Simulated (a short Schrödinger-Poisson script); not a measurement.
Structure: MOS inversion layer, SiO2 on p-type Si(100), at 400 K.

```
layer  material  thickness (nm)  Na (cm⁻³)
-----  --------  --------------  ---------
1          SiO2             1.4          -
2            Si             410     1.1e18
```

The device is made up for the run: typed textbook-type constants, with dimensions and the other settings drawn at random. SiO2: permittivity 3.9, conduction-band edge (eV) 3.15, gap (eV) 9, electron mass (mₑ) 0.5. Si: permittivity 11.7, conduction-band edge (eV) 0, gap (eV) 1.124, Nv at 300 K (cm⁻³) 3.1e19.

Channel valleys (confinement mass, in-plane density-of-states mass, number): Δ2 0.916, 0.19, 2; Δ4 0.19, 0.417, 4. At the gate the conduction-band edge of layer 1 lies 3.25 eV − eVg above the Fermi level of the channel; the field vanishes at the back. Gaps are held at their typed values at every temperature. Mesh 0.03 nm at interfaces.

From a short Schrödinger-Poisson script (our own, NumPy): 1D Poisson equation in equilibrium, electrons quantum, Hartree (BenDaniel-Duke, 12 states a valley, the channel's in-plane mass for all, wave functions ending at the dielectric), parabolic valleys, classical holes, full ionisation, no traps, pinning or gate leakage.

Only gate voltages with over 1e8 electrons/cm² are shown.

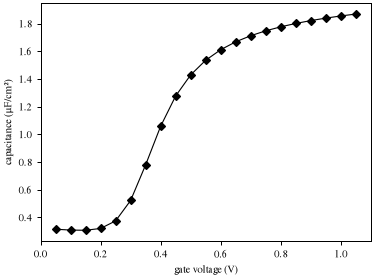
Figure: Quasi-static capacitance against gate voltage

| Vg (V) | electrons (cm⁻²) | C (μF/cm²) | Δ2 E0 (meV) | Δ2 E1 (meV) | Δ4 E0 (meV) | Δ4 E1 (meV) |
|---|---|---|---|---|---|---|
| 0.05 | 2.61e8 | 0.315 | 361.7 | 438.0 | 432.1 | 555.0 |
| 0.1 | 8.50e8 | 0.309 | 320.3 | 398.3 | 392.3 | 518.3 |
| 0.15 | 2.78e9 | 0.307 | 278.7 | 358.5 | 352.3 | 481.2 |
| 0.2 | 9.10e9 | 0.320 | 237.2 | 318.6 | 312.3 | 444.1 |
| 0.25 | 2.92e10 | 0.375 | 196.4 | 279.5 | 273.0 | 407.6 |
| 0.3 | 8.70e10 | 0.522 | 158.1 | 242.8 | 236.2 | 373.3 |
| 0.35 | 2.22e11 | 0.780 | 124.9 | 211.4 | 204.8 | 344.1 |
| 0.4 | 4.61e11 | 1.06 | 98.7 | 187.1 | 180.5 | 321.9 |
| 0.45 | 7.93e11 | 1.28 | 78.8 | 169.3 | 162.7 | 305.8 |
| 0.5 | 1.19e12 | 1.43 | 63.3 | 156.0 | 149.5 | 294.1 |
| 0.55 | 1.64e12 | 1.54 | 50.9 | 145.8 | 139.4 | 285.3 |
| 0.6 | 2.12e12 | 1.61 | 40.5 | 137.7 | 131.4 | 278.5 |
| 0.65 | 2.62e12 | 1.67 | 31.6 | 131.0 | 124.8 | 273.1 |
| 0.7 | 3.14e12 | 1.71 | 23.8 | 125.4 | 119.2 | 268.6 |
| 0.75 | 3.67e12 | 1.75 | 16.7 | 120.5 | 114.4 | 264.8 |
| 0.8 | 4.22e12 | 1.78 | 10.3 | 116.2 | 110.2 | 261.6 |
| 0.85 | 4.77e12 | 1.80 | 4.4 | 112.4 | 106.5 | 258.8 |
| 0.9 | 5.33e12 | 1.82 | -1.2 | 108.9 | 103.1 | 256.3 |
| 0.95 | 5.90e12 | 1.84 | -6.4 | 105.8 | 100.1 | 254.1 |
| 1 | 6.48e12 | 1.86 | -11.4 | 102.9 | 97.3 | 252.1 |
| 1.05 | 7.06e12 | 1.87 | -16.1 | 100.2 | 94.7 | 250.3 |

Subbands count from the Fermi level.
